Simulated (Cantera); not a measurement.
Input: 1 mol FeS, 57 mol H2, 1.7 mol H2O, equilibrated at 2.50 bar.

Method: chemical equilibrium by Gibbs-energy minimisation in Cantera with the NASA 1993 tables (ideal gas, pure condensed phases). Candidate condensed phases: Fe, FeO, Fe(OH)2, Fe(OH)3, FeS, FeSO4, FeS2, Fe2O3, Fe2(SO4)3, Fe3O4, H2O, H2SO4, S; 22 gas species. Metal and sulfide melt together well below either melting point, which pure phases cannot show. Mutual solubility and eutectic melting of coexisting phases are not modelled. FeS: taken at fixed stoichiometry. Gases not in the tables: S3 to S7. The numbers say what is thermodynamically allowed, not how fast it happens.

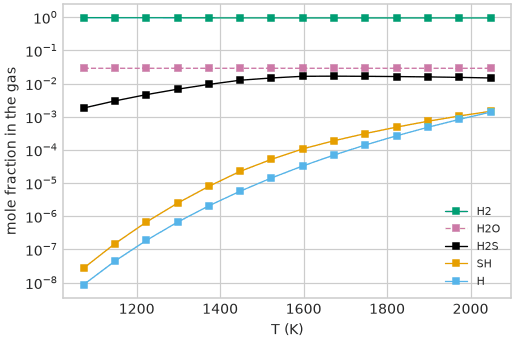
Fig. 1. Equilibrium gas composition (values under 1e-9 drawn at 1e-9)

From 1073 K to 1148 K the condensed part is Fe(α) + FeS(s). From 1223 K to 1448 K the condensed part is Fe(γ) + FeS(s). From 1523 K to 1598 K the condensed part is Fe(γ) + FeS(l). From 1673 K to 1748 K the condensed part is Fe(δ). From 1823 K to 2048 K the condensed part is Fe(l).
